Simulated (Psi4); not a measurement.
**UB3LYP/def2-TZVPP (density fitting, core potential, sweep point 4) run of C2H3Te (SMILES C=C[Te])**

What is the vertical ionisation energy of C2H3Te at UB3LYP/def2-TZVPP (density fitting, core potential, sweep point 4)? 

The calculation is run with Psi4 1.11.

### 1 The structure to begin with

The species is C2H3Te (6 atoms), meant as a doublet with charge 0. As SMILES, `C=C[Te]`. Geometry: relaxed at PBE0-D4/def2-TZVP.

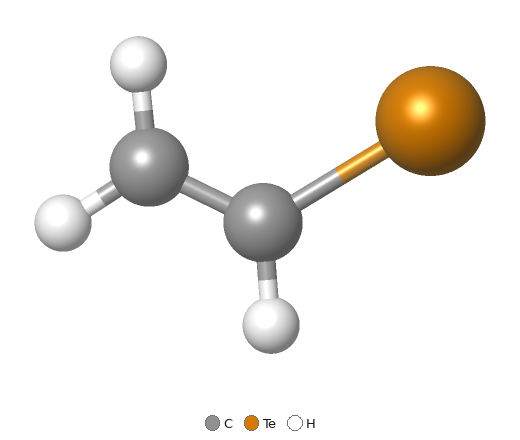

Viewed from a chosen angle; carbon grey, tellurium orange, hydrogen white.

### 2 A single-point energy at UB3LYP/def2-TZVPP (density fitting, core potential, sweep point 4)

c2h3te.dat reads:

```
memory 1.6 GB

molecule geom {
  0 2
  C     -0.421200     0.153700    -0.624900
  C      0.285200     0.088300     0.506200
  Te     1.239900    -1.640400     1.133500
  H     -0.532000    -0.704000    -1.279000
  H     -0.910300     1.076900    -0.925600
  H      0.380700     0.961500     1.143500
  symmetry c1
}

set {
  basis                def2-TZVPP
  reference            uks
  puream               true
  scf_type             df
  dft_radial_points    99
  dft_spherical_points 590
  maxiter              150
}

e = energy("b3lyp")
```

On the command line:

```sh
psi4 c2h3te.dat c2h3te.out -n 1
```

c2h3te.out:

```text
[...]
    !!!  WARNING: ECP capability is in beta. Please check occupations closely.  !!!
[...]
  Running in c1 symmetry.
[...]
  Nuclear repulsion =  102.143339092965476
[...]
  Multiplicity = 2
[...]
  Nalpha       = 20
  Nbeta        = 19
[...]
    Number of basis functions: 154
[...]
   @DF-UKS iter   1:  -345.59074441127706   -1.74639e+00   6.60907e-03 ADIIS/DIIS
[...]
   @DF-UKS iter  11:  -346.11434936243904   -1.44728e-07   7.85794e-07 DIIS
[...]
   @S^2 Observed:                7.603963191E-01
[...]
    Orbital Energies [Eh]
    ---------------------
    Alpha Occupied:
       1A    -10.210051     2A    -10.202307     3A     -6.263610
       4A     -4.399909     5A     -4.395045     6A     -4.384179
       7A     -1.597839     8A     -1.596642     9A     -1.587058
      10A     -1.583542    11A     -1.581662    12A     -0.793053
      13A     -0.643128    14A     -0.563460    15A     -0.477266
      16A     -0.427736    17A     -0.327673    18A     -0.327388
      19A     -0.241643    20A     -0.220566
    Alpha Virtual:
      21A     -0.029073    22A     -0.009373    23A      0.057535
      24A      0.077886    25A      0.111209    26A      0.139771
[...]
  @DF-UKS Final Energy:  -346.11434936243904
   => Energetics <=
    Nuclear Repulsion Energy =            102.1433390929654763
    One-Electron Energy =                -774.3538948237189743
    Two-Electron Energy =                 352.6664206904176240
    DFT Exchange-Correlation Energy =     -26.5702143221031228
    Empirical Dispersion Energy =           0.0000000000000000
    VV10 Nonlocal Energy =                  0.0000000000000000
    Total Energy =                       -346.1143493624390430
[...]
 Multipole Moments:
 ------------------------------------------------------------------------------------
     Multipole            Electronic (a.u.)      Nuclear  (a.u.)        Total (a.u.)
 ------------------------------------------------------------------------------------
 L = 1.  Multiply by 2.5417464519 to convert [e a0] to [Debye]
 Dipole X            :         21.3845403          -21.6896127           -0.3050724
 Dipole Y            :        -28.5480320           28.9502457            0.4022137
 Dipole Z            :         19.6405884          -19.9245776           -0.2839892
 Magnitude           :                                                    0.5792192
[...]
```

It took 28 s on 1 thread of Intel Xeon Platinum 8559C (Emerald Rapids), shared host; peak memory 0.91 GiB.

### 3 The singlet cation at the same level

input.in reads:

```
memory 1.6 GB

molecule mol {
  1 1
  C     -0.421200     0.153700    -0.624900
  C      0.285200     0.088300     0.506200
  Te     1.239900    -1.640400     1.133500
  H     -0.532000    -0.704000    -1.279000
  H     -0.910300     1.076900    -0.925600
  H      0.380700     0.961500     1.143500
  symmetry c1
}

set puream true
set scf_type df
set dft_radial_points 99
set dft_spherical_points 590

E, wfn = energy('b3lyp/def2-TZVPP', return_wfn=True)
```

On the command line:

```sh
psi4 -n 1 input.in input.out
```

input.out:

```text
[...]
    !!!  WARNING: ECP capability is in beta. Please check occupations closely.  !!!
[...]
  Running in c1 symmetry.
[...]
  Nuclear repulsion =  102.143339092965476
[...]
  Multiplicity = 1
[...]
  Nalpha       = 19
  Nbeta        = 19
[...]
    Number of basis functions: 154
[...]
   @DF-RKS iter   1:  -345.46229562157811   -1.61794e+00   5.53645e-03 DIIS/ADIIS
[...]
   @DF-RKS iter  10:  -345.78719203653372   -3.46947e-07   9.60141e-07 DIIS
[...]
    Orbital Energies [Eh]
    ---------------------
    Doubly Occupied:
       1A    -10.443340     2A    -10.438152     3A     -6.531848
       4A     -4.674773     5A     -4.660291     6A     -4.648262
       7A     -1.869846     8A     -1.867080     9A     -1.856630
      10A     -1.844749    11A     -1.843825    12A     -1.020350
      13A     -0.873273    14A     -0.781833    15A     -0.695323
      16A     -0.647575    17A     -0.551994    18A     -0.541072
      19A     -0.448603
[...]
  @DF-RKS Final Energy:  -345.78719203653372
   => Energetics <=
    Nuclear Repulsion Energy =            102.1433390929654763
    One-Electron Energy =                -764.6959055661498041
    Two-Electron Energy =                 343.1035717242648388
    DFT Exchange-Correlation Energy =     -26.3381972876142285
    Empirical Dispersion Energy =           0.0000000000000000
    VV10 Nonlocal Energy =                  0.0000000000000000
    Total Energy =                       -345.7871920365337246
[...]
 Multipole Moments:
 ------------------------------------------------------------------------------------
     Multipole            Electronic (a.u.)      Nuclear  (a.u.)        Total (a.u.)
 ------------------------------------------------------------------------------------
 L = 1.  Multiply by 2.5417464519 to convert [e a0] to [Debye]
 Dipole X            :         20.8196772          -21.6896127           -0.8699355
 Dipole Y            :        -27.9075917           28.9502457            1.0426539
 Dipole Z            :         19.0601743          -19.9245776           -0.8644033
 Magnitude           :                                                    1.6096919
[...]
```

Run time: 17 s. Hardware: 1 thread of Intel Xeon Platinum 8559C (Emerald Rapids), shared host; peak memory 0.9 GiB.

### 4 Outcome

At UB3LYP/def2-TZVPP (density fitting, core potential, sweep point 4):

| quantity | value |
| --- | --- |
| doublet C2H3Te: total energy | -346.11435 Eh |
| doublet C2H3Te: dipole moment | 1.47 D |
| doublet C2H3Te: HOMO energy (highest over α and β) | -5.77 eV |
| doublet C2H3Te: LUMO energy (lowest over α and β) | -4.12 eV |
| doublet C2H3Te: ⟨S²⟩ | 0.760 |
| singlet cation: total energy | -345.78719 Eh |
| singlet cation: HOMO energy | -12.21 eV |
| singlet cation: LUMO energy | -11.21 eV |
| singlet cation: HOMO–LUMO gap | 0.99 eV |
| vertical ionisation energy (to the singlet cation) | 8.902 eV |

**Reading.** The vertical ionisation energy comes to 8.90 eV (205 kcal/mol). Only the singlet of the ionised species was computed; a triplet could lie lower.
